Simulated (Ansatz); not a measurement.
Sn$_{2}$GeN$_{2}$

```
CELL_PARAMETERS angstrom
5.43805 0.00000 0.00336
0.00000 3.14964 0.00000
-1.88506 0.00000 9.68916
ATOMIC_POSITIONS crystal
Sn 0.44463 0.00000 0.32198
Sn 0.94463 0.50000 0.32198
Sn 0.05537 0.50000 0.67802
Sn 0.55537 0.00000 0.67802
Ge 0.00000 0.00000 0.00000
Ge 0.50000 0.50000 0.00000
N 0.36900 0.00000 0.10385
N 0.86900 0.50000 0.10385
N 0.13100 0.50000 0.89615
N 0.63100 0.00000 0.89615
```

Space group C2/m; a generated structure, not necessarily the stable one.

The calculation used DFT PBE, scalar-relativistic, plane waves, PAW in Ansatz 0.2.0.

Question: What will maps of the valence pseudo-density and electron localisation function show?

Answer: Ge–N (2.07 Å): ρ at the midpoint is about 0.63 e/Å³; the ELF peaks at about 0.85 in the valence shell of N, 0.7 Å from its nucleus, and is about 0.55 at the midpoint.
Sn–N (2.11 Å): ρ at the midpoint is about 0.67 e/Å³; the ELF peaks at about 0.85 in the valence shell of N, 0.6 Å from its nucleus, and is about 0.35 at the midpoint.
Bader's partition of the density gives Sn +0.44, Ge +1.94 and N −1.41 e.

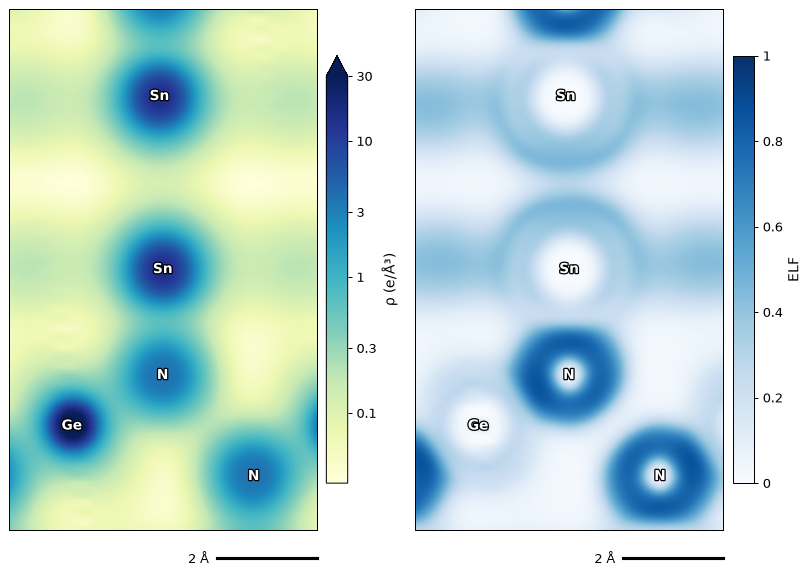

Computed valence pseudo-density and electron localisation function on the (010) plane of the conventional cell, in this order. 
